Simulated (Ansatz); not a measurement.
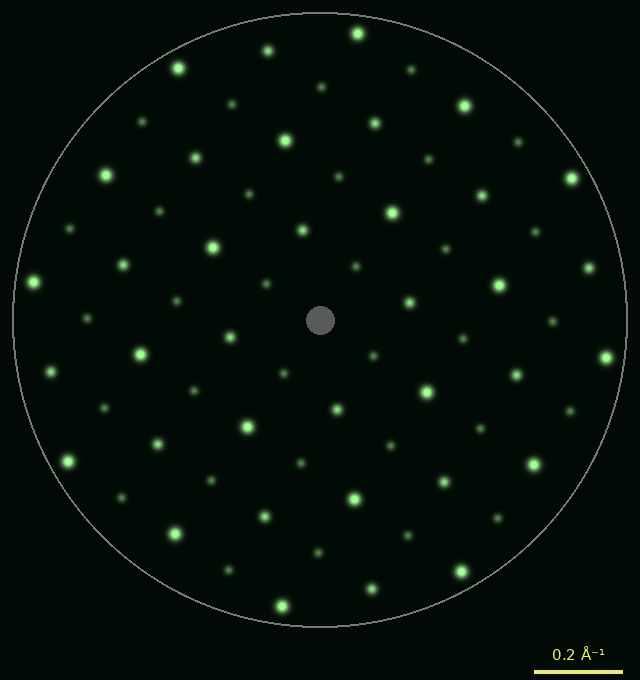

Simulated LEED pattern at 110 eV and normal incidence, from the upper face of a slab model. Spot positions follow from the surface net; brightness is a rough single-scattering estimate from the outer layers, good only for telling present from absent.

### What surface net do the spots show?

The spots form a square reciprocal net with shortest vectors 0.147 and 0.147 Å⁻¹ at 90.0°. The primitive real-space mesh has edges 6.81 and 6.81 Å at 90.0° (or its supplement) and area 46.3 Å².

The slab has composition Sr2Mg (3 atoms a cell, 0.0 Å thick). Structure: coordinates from a relaxation with DFT PBE, scalar-relativistic, plane waves, PAW in Ansatz 0.2.0; the starting structure was generated, so it need not be a known form of this composition.

```
Sr Mg
1.0
     6.80752    0.00000    0.00000
     0.00000    6.80752    0.00000
     0.00000    0.00000   23.80000
Sr Mg
2 1
Direct
  0.50000 0.00000 0.29412
  0.00000 0.50000 0.29412
  0.00000 0.00000 0.29412
```

### Which atoms form the outermost layer?

The highest atoms of the upper face (within 0.6 Å of the top) are Mg, Sr; the spot positions alone do not show this.
